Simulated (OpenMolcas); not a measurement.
## SnH₄O: single-point calculation (part 2 of 2)

Continued. System: SnH₄O. Method: RI-MP2/def2-TZVPP, RHF, in an applied electric field (OpenMolcas 26.06). The geometry comes from this level: GFN2-xTB.

Geometry of the input (Å):
```
O  0.8792  -0.7074  0.9115
Sn -0.3015  0.3679  -0.1867
H  1.1590  -1.5556  0.5752
H  -1.7009  -0.4936  -0.4637
H  0.4801  0.7116  -1.6188
H  -0.5159  1.6772  0.7824
```

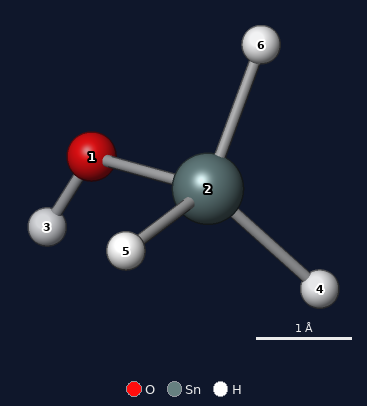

Fig. 1: The structure (ball-and-stick view, seen at a tilt; atoms are numbered from 1 in the order of the input). Sticks mark near contacts.

**What the program printed, continued**
```
      Basis set list:
        1 O1     1s                 29 O1     *f1+               57 SN2    *d1-               85 H3     *px               113 H5     *px
        2 O1     2s                 30 O1     *f2+               58 SN2    *d1-               86 H3     *px               114 H5     *px
        3 O1     *s                 31 O1     *f3+               59 SN2    3d0                87 H3     *py               115 H5     *py
        4 O1     *s                 32 SN2    1s                 60 SN2    *d0                88 H3     *py               116 H5     *py
        5 O1     *s                 33 SN2    2s                 61 SN2    *d0                89 H3     *pz               117 H5     *pz
        6 O1     2px                34 SN2    *s                 62 SN2    3d1+               90 H3     *pz               118 H5     *pz
        7 O1     *px                35 SN2    *s                 63 SN2    *d1+               91 H3     *d2-              119 H5     *d2-
        8 O1     *px                36 SN2    *s                 64 SN2    *d1+               92 H3     *d1-              120 H5     *d1-
        9 O1     2py                37 SN2    *s                 65 SN2    3d2+               93 H3     *d0               121 H5     *d0
       10 O1     *py                38 SN2    2px                66 SN2    *d2+               94 H3     *d1+              122 H5     *d1+
       11 O1     *py                39 SN2    3px                67 SN2    *d2+               95 H3     *d2+              123 H5     *d2+
       12 O1     2pz                40 SN2    *px                68 SN2    *f3-               96 H4     1s                124 H6     1s
       13 O1     *pz                41 SN2    *px                69 SN2    *f3-               97 H4     *s                125 H6     *s
       14 O1     *pz                42 SN2    *px                70 SN2    *f2-               98 H4     *s                126 H6     *s
       15 O1     *d2-               43 SN2    2py                71 SN2    *f2-               99 H4     *px               127 H6     *px
       16 O1     *d2-               44 SN2    3py                72 SN2    *f1-              100 H4     *px               128 H6     *px
       17 O1     *d1-               45 SN2    *py                73 SN2    *f1-              101 H4     *py               129 H6     *py
       18 O1     *d1-               46 SN2    *py                74 SN2    *f0               102 H4     *py               130 H6     *py
       19 O1     *d0                47 SN2    *py                75 SN2    *f0               103 H4     *pz               131 H6     *pz
       20 O1     *d0                48 SN2    2pz                76 SN2    *f1+              104 H4     *pz               132 H6     *pz
       21 O1     *d1+               49 SN2    3pz                77 SN2    *f1+              105 H4     *d2-              133 H6     *d2-
       22 O1     *d1+               50 SN2    *pz                78 SN2    *f2+              106 H4     *d1-              134 H6     *d1-
       23 O1     *d2+               51 SN2    *pz                79 SN2    *f2+              107 H4     *d0               135 H6     *d0
       24 O1     *d2+               52 SN2    *pz                80 SN2    *f3+              108 H4     *d1+              136 H6     *d1+
       25 O1     *f3-               53 SN2    3d2-               81 SN2    *f3+              109 H4     *d2+              137 H6     *d2+
       26 O1     *f2-               54 SN2    *d2-               82 H3     1s                110 H5     1s
       27 O1     *f1-               55 SN2    *d2-               83 H3     *s                111 H5     *s
       28 O1     *f0                56 SN2    3d1-               84 H3     *s                112 H5     *s

  Index Energy  Occupation Coefficients ...

    1  -20.5243    2.0000          1 O1     1s     ( 0.436),     2 O1     2s     ( 0.642),

    2   -5.8664    2.0000         32 SN2    1s     ( 0.946),    33 SN2    2s     (-1.469),    34 SN2    *s     ( 0.834),

    3   -4.0567    2.0000         39 SN2    3px    ( 0.562),    44 SN2    3py    (-0.807),    49 SN2    3pz    ( 0.423),

    4   -4.0562    2.0000         39 SN2    3px    (-0.753),    49 SN2    3pz    ( 0.750),

    5   -4.0559    2.0000         39 SN2    3px    (-0.513),    44 SN2    3py    (-0.691),    49 SN2    3pz    (-0.637),

    6   -1.3592    2.0000          4 O1     *s     (-0.247),    53 SN2    3d2-   ( 0.449),    56 SN2    3d1-   ( 0.406),    62 SN2    3d1+   (-0.426),

    7   -1.3278    2.0000         56 SN2    3d1-   ( 0.460),    59 SN2    3d0    (-0.614),    62 SN2    3d1+   ( 0.448),

    8   -1.3274    2.0000         53 SN2    3d2-   ( 0.523),    56 SN2    3d1-   (-0.384),    65 SN2    3d2+   ( 0.598),

    9   -1.3206    2.0000         53 SN2    3d2-   (-0.466),    65 SN2    3d2+   ( 0.666),

   10   -1.3200    2.0000         56 SN2    3d1-   ( 0.348),    59 SN2    3d0    ( 0.650),    62 SN2    3d1+   ( 0.510),

   11   -1.2535    2.0000          2 O1     2s     (-0.199),     3 O1     *s     ( 0.282),     4 O1     *s     ( 0.391),    53 SN2    3d2-   ( 0.312),
                                  56 SN2    3d1-   ( 0.269),    62 SN2    3d1+   (-0.287),

   12   -0.7052    2.0000         32 SN2    1s     (-0.249),    33 SN2    2s     ( 0.394),    34 SN2    *s     (-0.303),    35 SN2    *s     (-0.243),
                                  36 SN2    *s     ( 0.486),

   13   -0.6071    2.0000          4 O1     *s     (-0.177),     5 O1     *s     (-0.154),     9 O1     2py    (-0.262),    10 O1     *py    (-0.219),
                                  12 O1     2pz    (-0.148),    33 SN2    2s     ( 0.194),    34 SN2    *s     (-0.150),    36 SN2    *s     ( 0.234),
                                  83 H3     *s     ( 0.218),

   14   -0.5041    2.0000          6 O1     2px    ( 0.277),     7 O1     *px    ( 0.253),     8 O1     *px    ( 0.174),     9 O1     2py    ( 0.150),
                                  12 O1     2pz    (-0.139),    39 SN2    3px    (-0.146),    97 H4     *s     (-0.145),   111 H5     *s     ( 0.150),

   15   -0.4885    2.0000          6 O1     2px    ( 0.181),     7 O1     *px    ( 0.170),    12 O1     2pz    ( 0.301),    13 O1     *pz    ( 0.276),
                                  14 O1     *pz    ( 0.180),    44 SN2    3py    (-0.183),    45 SN2    *py    ( 0.153),   125 H6     *s     ( 0.189),

   16   -0.4537    2.0000         12 O1     2pz    ( 0.185),    13 O1     *pz    ( 0.165),    14 O1     *pz    ( 0.125),    49 SN2    3pz    ( 0.202),
                                  50 SN2    *pz    (-0.169),    51 SN2    *pz    (-0.152),    97 H4     *s     ( 0.142),   111 H5     *s     ( 0.161),
                                 112 H5     *s     ( 0.133),   124 H6     1s     (-0.129),   125 H6     *s     (-0.250),   126 H6     *s     (-0.161),

   17   -0.4391    2.0000          6 O1     2px    ( 0.231),     7 O1     *px    ( 0.210),     8 O1     *px    ( 0.161),     9 O1     2py    ( 0.126),
                                  39 SN2    3px    ( 0.147),    40 SN2    *px    (-0.123),    97 H4     *s     ( 0.221),    98 H4     *s     ( 0.183),
                                 111 H5     *s     (-0.202),   112 H5     *s     (-0.182),

   18    0.0686    0.0000         42 SN2    *px    ( 0.741),    47 SN2    *py    (-1.001),   126 H6     *s     ( 0.535),

   19    0.1099    0.0000         47 SN2    *py    ( 1.129),    52 SN2    *pz    ( 1.425),    98 H4     *s     ( 0.775),   126 H6     *s     (-1.297),

   20    0.1250    0.0000         42 SN2    *px    ( 1.406),    52 SN2    *pz    (-0.997),    98 H4     *s     ( 1.005),   112 H5     *s     (-0.997),

   21    0.1508    0.0000         37 SN2    *s     (-2.182),    98 H4     *s     ( 1.210),   112 H5     *s     ( 1.538),

   22    0.1813    0.0000          5 O1     *s     (-1.703),    84 H3     *s     ( 2.197),

   23    0.1993    0.0000         41 SN2    *px    ( 1.428),    51 SN2    *pz    (-0.913),    98 H4     *s     ( 1.009),   112 H5     *s     (-1.108),

   24    0.2042    0.0000         46 SN2    *py    ( 1.434),    51 SN2    *pz    ( 0.868),   126 H6     *s     (-0.946),

   25    0.2610    0.0000         37 SN2    *s     (-2.164),    51 SN2    *pz    (-1.133),

   26    0.3126    0.0000         41 SN2    *px    ( 0.653),    55 SN2    *d2-   (-0.727),    67 SN2    *d2+   ( 0.834),    98 H4     *s     ( 0.991),
                                 112 H5     *s     (-0.856),

   27    0.3143    0.0000          5 O1     *s     ( 1.153),    37 SN2    *s     (-1.857),    64 SN2    *d1+   (-1.075),

   28    0.3189    0.0000          5 O1     *s     ( 1.031),    36 SN2    *s     ( 1.040),    37 SN2    *s     (-1.921),    84 H3     *s     ( 1.310),

   29    0.3873    0.0000         98 H4     *s     (-2.863),   112 H5     *s     ( 3.137),

   30    0.3916    0.0000         98 H4     *s     ( 2.115),   126 H6     *s     (-3.731),

   31    0.4633    0.0000         37 SN2    *s     (-3.773),   126 H6     *s     ( 2.112),

   32    0.4966    0.0000         37 SN2    *s     (-4.880),

   33    0.5458    0.0000          5 O1     *s     (-1.175),    11 O1     *py    ( 0.846),    51 SN2    *pz    ( 0.962),    55 SN2    *d2-   (-0.875),
                                  83 H3     *s     ( 1.613),   125 H6     *s     (-0.995),

--

++    Molecular charges:
      ------------------

      Mulliken charges per centre and basis function type
      ---------------------------------------------------

                O1      SN2     H3      H4      H5      H6
      1s       0.7921  0.2747  0.2525  0.2235  0.2248  0.2245
      2s       1.1827 -0.7435  0.0000  0.0000  0.0000  0.0000
      2px      0.6498 -0.1342  0.0000  0.0000  0.0000  0.0000
      2pz      0.6361 -0.1345  0.0000  0.0000  0.0000  0.0000
      2py      0.5576 -0.1344  0.0000  0.0000  0.0000  0.0000
      3px      0.0000  2.1234  0.0000  0.0000  0.0000  0.0000
      3pz      0.0000  2.1241  0.0000  0.0000  0.0000  0.0000
      3py      0.0000  2.1238  0.0000  0.0000  0.0000  0.0000
      3d2+     0.0000  1.7924  0.0000  0.0000  0.0000  0.0000
      3d1+     0.0000  1.7920  0.0000  0.0000  0.0000  0.0000
      3d0      0.0000  1.7923  0.0000  0.0000  0.0000  0.0000
      3d1-     0.0000  1.7916  0.0000  0.0000  0.0000  0.0000
      3d2-     0.0000  1.7916  0.0000  0.0000  0.0000  0.0000
      *s       1.8351  3.5124  0.4430  0.9570  0.9874  0.9087
      *px      1.0965  0.5353  0.0347  0.0109  0.0044  0.0018
      *pz      1.0728  0.5571  0.0313  0.0017  0.0106  0.0074
      *py      0.8407  0.5849  0.0311  0.0051  0.0019  0.0100
      *d2+     0.0024  0.2523  0.0026  0.0002  0.0000  0.0002
      *d1+     0.0033  0.2401  0.0007  0.0001  0.0003  0.0001
      *d0      0.0022  0.2480  0.0012  0.0001  0.0003  0.0001
      *d1-     0.0052  0.2504  0.0025  0.0001  0.0001  0.0004
      *d2-     0.0008  0.2416  0.0028  0.0003  0.0000  0.0001
      *f3+     0.0002  0.0058  0.0000  0.0000  0.0000  0.0000
      *f2+     0.0001  0.0111  0.0000  0.0000  0.0000  0.0000
      *f1+     0.0000  0.0111  0.0000  0.0000  0.0000  0.0000
      *f0      0.0000  0.0046  0.0000  0.0000  0.0000  0.0000
      *f1-     0.0000  0.0067  0.0000  0.0000  0.0000  0.0000
      *f2-     0.0001  0.0066  0.0000  0.0000  0.0000  0.0000
      *f3-     0.0001  0.0102  0.0000  0.0000  0.0000  0.0000
      Total    8.6778 20.9375  0.8024  1.1991  1.2299  1.1533

      N-E     -0.6778  1.0625  0.1976 -0.1991 -0.2299 -0.1533

      Total electronic charge=   34.000000

      Total            charge=   -0.000000
--

++    Molecular properties:
      ---------------------

      Charge (e):
                      =   -0.0000
      Dipole Moment (debye):
      Origin of the operator (angstrom)=   -0.1621    0.2368   -0.0610
                   X= -8.0583E-01               Y= -1.7972E-01               Z= -1.1838E+00           Total=  1.4433E+00
      Quadrupole Moment (debye*angstrom):
      Origin of the operator (angstrom)=   -0.1621    0.2368   -0.0610
                  XX= -3.3968E+01              XY= -1.7080E+00              XZ= -1.6313E+00              YY= -2.9866E+01
                  YZ=  1.0492E+00              ZZ= -3.6225E+01
      In traceless form (debye*angstrom)
                  XX= -9.2182E-01              XY= -2.5620E+00              XZ= -2.4469E+00              YY=  5.2303E+00
                  YZ=  1.5738E+00              ZZ= -4.3084E+00
--

--- Stop Module: scf /rc=_RC_ALL_IS_WELL_ ---
--- Module scf spent 3 seconds ---

--- Start Module: mbpt2 ---

                                               &MBPT2

                       available to each process: 1.9 GB of memory, 1 thread

WARNING!
Default frozen orbitals as non valence orbitals is overwritten by user input.
Default values:   1

      Cartesian coordinates in angstrom:
      -----------------------------------------------------
      No.  Label        X            Y            Z
      -----------------------------------------------------
       1   O1         0.87921000  -0.70742000   0.91148000
       2   SN2       -0.30155000   0.36790000  -0.18666000
       3   H3         1.15904000  -1.55560000   0.57523000
       4   H4        -1.70092000  -0.49362000  -0.46367000
       5   H5         0.48014000   0.71155000  -1.61876000
       6   H6        -0.51592000   1.67720000   0.78238000
      -----------------------------------------------------
      Nuclear repulsion energy =   83.56623876

      Contents of RUNFILE file:
      -------------------------

      Symmetry species                           1
                                                 a
      Number of basis functions                137
      Frozen occupied orbitals                   5
      Active occupied orbitals                  12
      Active external orbitals                 120
      Deleted external orbitals                  0

      Reference numbers of frozen occupied orbitals according to the original input sequence
      symmetry species 1                        1  2  3  4  5

      Energies of the active occupied orbitals

      symmetry species 1                    -1.359195     -1.327773     -1.327423     -1.320631     -1.320013
                                            -1.253520     -0.705220     -0.607143     -0.504090     -0.488483
                                            -0.453682     -0.439147

      Energies of the active external orbitals

      symmetry species 1                     0.068643      0.109916      0.125031      0.150770      0.181346
                                             0.199329      0.204187      0.261031      0.312643      0.314341
                                             0.318907      0.387314      0.391553      0.463296      0.496649
                                             0.545757      0.574536      0.641818      0.706442      0.707713
                                             0.714644      0.779239      0.793091      0.806426      0.835225
                                             0.866311      0.897193      0.900079      0.976984      1.051851
                                             1.054475      1.074431      1.142280      1.176214      1.184964
                                             1.192418      1.218299      1.219143      1.294068      1.304350
                                             1.329638      1.336125      1.379798      1.382006      1.412587
                                             1.513341      1.714633      1.895823      1.927358      2.057106
                                             2.131978      2.173441      2.194066      2.373752      2.547164
                                             2.603700      2.651605      2.668405      2.682148      2.685126
                                             2.711392      2.811583      2.861010      2.979471      3.078237
                                             3.104074      3.221441      3.452913      3.457719      3.478194
                                             3.497409      3.564123      3.573345      3.594062      3.607786
                                             3.654891      3.703752      3.708267      3.733117      3.775317
                                             3.785450      3.815720      3.841186      3.970912      4.083511
                                             4.103244      4.107467      4.141527      4.174694      4.222112
                                             4.233186      4.290647      4.317367      4.327235      4.383843
                                             4.424927      4.473758      4.654349      4.911078      4.945473
                                             5.055901      5.309482      5.659112      5.670407      5.911421
                                             5.943592      6.951459      7.004315      7.016977      7.096052
                                             7.132315      7.333307      7.695099      7.885713     37.429590
                                            37.685882     37.810532     37.842043     45.169970    114.239712

      ********************************************************************************************************
      *                                               Results                                                *
      ********************************************************************************************************

       SCF energy                           =     -290.5622498611 a.u.
       Second-order correlation energy      =       -0.5871635749 a.u.
       ( Opposite-Spin contribution         =       -0.4213193014 )

       Total energy                         =     -291.1494134361 a.u.

       Reference weight ( Cref**2 )         =        0.86871

::    Total MBPT2 energy                             -291.1494134361

       Zeroth-order energy (E0)             =      -15.7654217483 a.u.

       Shanks-type energy S1(E)             =     -291.1506707260 a.u.

--- Stop Module: mbpt2 /rc=_RC_ALL_IS_WELL_ ---

.##################.
.# Happy landing! #.
.##################.

    Timing: Wall=9.85 User=8.46 System=0.66
```

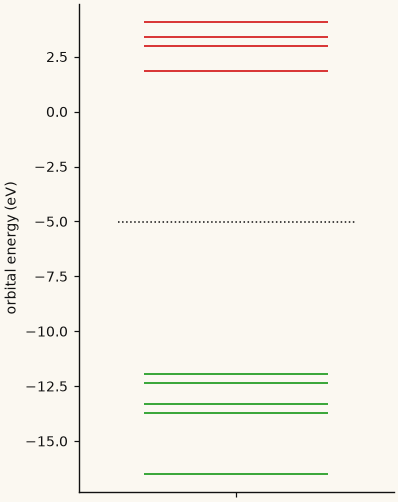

Fig. 2: Orbital energies near the frontier (SCF reference); the dotted line parts filled from empty levels, and levels within 0.02 eV of each other stand side by side. Highest filled −11.95 eV, lowest empty 1.87 eV, 13.82 eV apart.

**Key numbers**

- outcome: converged
- total energy: −291.149413 hartree
- SCF energy: −290.562250 hartree
- MP2 energy: −291.149413 hartree
- correlation energy: −0.587164 hartree
- basis functions: 137
- HOMO of the SCF reference: −11.95 eV
- LUMO of the SCF reference: 1.87 eV
- wall time: 10 s
- peak memory: 0.09 GiB
